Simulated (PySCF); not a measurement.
Dissociation curve of CuF, singlet.

Levels: UCCSD(T) = CCSD(T) on UHF/def2-SVP, 6 core orbitals frozen (PySCF); RCCSD = PySCF with CCSD on RHF/def2-SVP, 6 core orbitals frozen; UKS-PBE0 = unrestricted PBE0/def2-SVP (PySCF 2.14.0).

Energies are in kcal/mol, each relative to the lowest point of its own curve near equilibrium.

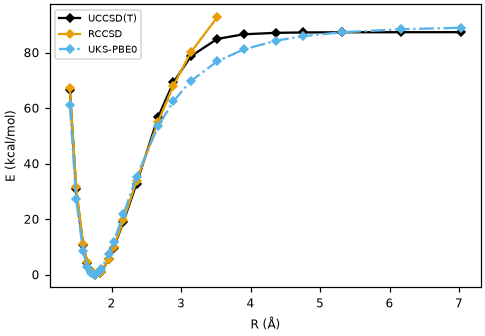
*Energy against bond length for each method.*

```json
[
 {"R / Å": "1.40", "UCCSD(T)": "66.5", "RCCSD": "67.2", "UKS-PBE0": "60.9"},
 {"R / Å": "1.49", "UCCSD(T)": "30.8", "RCCSD": "31.6", "UKS-PBE0": "27.2"},
 {"R / Å": "1.59", "UCCSD(T)": "10.6", "RCCSD": "10.9", "UKS-PBE0": "8.3"},
 {"R / Å": "1.65", "UCCSD(T)": "4.3", "RCCSD": "4.4", "UKS-PBE0": "2.9"},
 {"R / Å": "1.70", "UCCSD(T)": "1.4", "RCCSD": "1.4", "UKS-PBE0": "0.6"},
 {"R / Å": "1.76", "UCCSD(T)": "0.0", "RCCSD": "0.0", "UKS-PBE0": "0.0"},
 {"R / Å": "1.83", "UCCSD(T)": "0.5", "RCCSD": "0.5", "UKS-PBE0": "1.3"},
 {"R / Å": "1.85", "UCCSD(T)": "1.0", "RCCSD": "1.0", "UKS-PBE0": "2.0"},
 {"R / Å": "1.96", "UCCSD(T)": "5.5", "RCCSD": "5.7", "UKS-PBE0": "7.4"},
 {"R / Å": "2.03", "UCCSD(T)": "9.6", "RCCSD": "9.9", "UKS-PBE0": "11.9"},
 {"R / Å": "2.17", "UCCSD(T)": "19.1", "RCCSD": "19.6", "UKS-PBE0": "21.7"},
 {"R / Å": "2.36", "UCCSD(T)": "32.8", "RCCSD": "33.7", "UKS-PBE0": "35.2"},
 {"R / Å": "2.67", "UCCSD(T)": "56.8", "RCCSD": "55.1", "UKS-PBE0": "53.5"},
 {"R / Å": "2.89", "UCCSD(T)": "69.2", "RCCSD": "68.1", "UKS-PBE0": "62.4"},
 {"R / Å": "3.14", "UCCSD(T)": "78.6", "RCCSD": "80.1", "UKS-PBE0": "69.7"},
 {"R / Å": "3.52", "UCCSD(T)": "84.9", "RCCSD": "92.7", "UKS-PBE0": "76.8"},
 {"R / Å": "3.90", "UCCSD(T)": "86.6", "RCCSD": "—", "UKS-PBE0": "81.1"},
 {"R / Å": "4.37", "UCCSD(T)": "87.1", "RCCSD": "—", "UKS-PBE0": "84.3"},
 {"R / Å": "4.76", "UCCSD(T)": "87.2", "RCCSD": "—", "UKS-PBE0": "85.9"},
 {"R / Å": "5.32", "UCCSD(T)": "87.3", "RCCSD": "—", "UKS-PBE0": "87.3"},
 {"R / Å": "6.17", "UCCSD(T)": "87.3", "RCCSD": "—", "UKS-PBE0": "88.4"},
 {"R / Å": "7.03", "UCCSD(T)": "87.3", "RCCSD": "—", "UKS-PBE0": "88.9"}
]
```

At the longest distance, 7.03 Å, UKS-PBE0 lies highest above its minimum (88.9 kcal/mol) and UCCSD(T) lowest (87.3 kcal/mol).

A dash means that the run gave no value there, or that the column was ended at a point which the program doubted or which failed a test of continuity chosen for this set; such a test can also cut sound points.

The unrestricted solution behind UCCSD(T) changes between 1.40 and 1.49 Å, which can leave a kink. The unrestricted determinant behind UCCSD(T) is spin-contaminated at 1.40, 2.67 to 7.03 Å (<S²> up to 1.0, against 0.00 for a pure singlet). The T1 diagnostic of CCSD on the restricted reference of RCCSD exceeds 0.045 at 1.49 to 1.76, 2.89 to 7.03 Å. The unrestricted determinant behind UKS-PBE0 is spin-contaminated at 2.67 to 7.03 Å (<S²> up to 0.8, against 0.00 for a pure singlet). At the longest distance UKS-PBE0 leaves fractional charges on the fragments, a sign of delocalisation error or of the restricted form.
